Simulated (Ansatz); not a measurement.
# HF/def2-TZVPPD run of NH3 (ammonia)

Aim: the energy change on altering one bond length of NH3 (ammonia) at HF/def2-TZVPPD, from 2 runs. 

The calculation is run with Ansatz 0.2.0.

29 further runs of the same task are left out: 29 set aside as unsound or not needed.

## 1. The system as given

The species is NH3 (4 atoms), meant as a singlet with charge 0. SMILES: `N`. Geometry: relaxed at PBE0-D4/def2-TZVP.

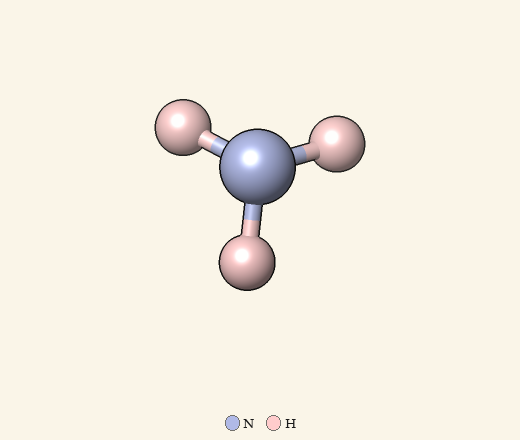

The structure, seen from a chosen angle (nitrogen light blue, hydrogen pink).

## 2. A single-point energy at HF/def2-TZVPPD

Input file input.yaml:

```yaml
crystal:
  periodic: [false, false, false]
  atoms:
    - symbol: N
      position_ang: [-0.069910, 0.249470, 0.110930]
    - symbol: H
      position_ang: [0.490470, -0.301820, 0.749180]
    - symbol: H
      position_ang: [-0.887480, -0.301940, -0.118910]
    - symbol: H
      position_ang: [0.466920, 0.354280, -0.741200]
basis:
  gaussian: {orbitals: def2-TZVPPD.json}
hamiltonian: {xc: hf}
accuracy: high
output: {orbitals: {seedname: orbitals}}
```

The basis set def2-TZVPPD is read from a file made from the Basis Set Exchange's data (not shown).

Started as:

```console
$ ansatz run input.yaml --threads 1 --pin off --max-ram 3480MiB --events-out events.jsonl --progress --plain --runs-dir runs
```

Output:

```text
Warning: RAYON_NUM_THREADS=1 ignored (pool sized by the plan → 1); use --threads N
Functional definition: HF
  name "HF"
  exchange = exact_x
  correlation = 0
1413 factors; integrals over basis functions are off by at most 3.1e-9 eV
mean field evaluation 1: about -1528.1039 eV, gradient 3.0e1 eV
mean field evaluation 2: about -1528.1037 eV, gradient 3.0e1 eV
mean field evaluation 4: about -1529.8656 eV, gradient 1.6e0 eV
mean field evaluation 8: about -1529.8771 eV, gradient 6.9e-4 eV
mean field -1529.87708304 eV, -56.2219458139 hartree, gradient 1.5e-8 eV, S^2 0.000000; 0 other end points of the search recorded, 0 dependent functions left out
reference -1529.87708304 eV, -56.2219458139 hartree; 5, 5 occupied and 83, 83 virtual orbitals, 1413 factors
Total energy: -1529.87708304 eV, -56.2219458139 hartree
```

Wall time 1.2 s (1 thread of Arm Neoverse V1, shared host); peak memory 0.14 GiB.

## 3. The distorted shape at the same level

Input file job.yaml:

```yaml
basis:
  gaussian:
    orbitals: def2-TZVPPD.json
crystal:
  periodic: [false, false, false]
  atoms:
    - symbol: N
      position_ang: [-0.338349, 0.197060, 0.537033]
    - symbol: H
      position_ang: [0.222031, -0.354230, 1.175283]
    - symbol: H
      position_ang: [-1.155919, -0.354350, 0.307193]
    - symbol: H
      position_ang: [0.466920, 0.354280, -0.741200]
output:
  orbitals: {seedname: orbitals}
accuracy: high
hamiltonian:
  xc: hf
```

The basis set def2-TZVPPD is read from a file made from the Basis Set Exchange's data (not shown).

Started as:

```console
$ ansatz run job.yaml --threads 1 --pin off --max-ram 3480MiB --events-out events.jsonl --progress --plain --runs-dir runs
```

Output:

```text
Warning: RAYON_NUM_THREADS=1 ignored (pool sized by the plan → 1); use --threads N
[... 4 set-up lines as earlier in the session ...]
1426 factors; integrals over basis functions are off by at most 2.8e-9 eV
mean field evaluation 1: about -1524.9759 eV, gradient 3.0e1 eV
mean field evaluation 2: about -1524.9757 eV, gradient 3.0e1 eV
mean field evaluation 4: about -1527.1658 eV, gradient 2.1e0 eV
mean field evaluation 8: about -1527.1971 eV, gradient 3.0e-4 eV
mean field -1527.19709794 eV, -56.1234581777 hartree, gradient 7.7e-8 eV, S^2 0.000000; 0 other end points of the search recorded, 0 dependent functions left out
reference -1527.19709794 eV, -56.1234581777 hartree; 5, 5 occupied and 83, 83 virtual orbitals, 1426 factors
Total energy: -1527.19709794 eV, -56.1234581777 hartree
```

Wall time 1.1 s (1 thread of Arm Neoverse V1, shared host); peak memory 0.14 GiB.

## 4. Results

Level: HF/def2-TZVPPD.

| quantity | value |
| --- | --- |
| first shape: total energy | -56.22195 Eh |
| first shape: HOMO energy | -11.65 eV |
| first shape: LUMO energy | 2.15 eV |
| first shape: HOMO–LUMO gap | 13.80 eV |
| distorted shape: total energy | -56.12346 Eh |
| distorted shape: HOMO energy | -11.41 eV |
| distorted shape: LUMO energy | 1.70 eV |
| distorted shape: HOMO–LUMO gap | 13.11 eV |
| energy change with the N1–H4 bond stretched from 1.013 to 1.519 Å | 2.680 eV |

**Reading.** With the N1–H4 bond stretched from 1.013 to 1.519 Å the energy rises by 2.68 eV (62 kcal/mol). The first shape isn't relaxed at this level, so the change isn't measured from a minimum.
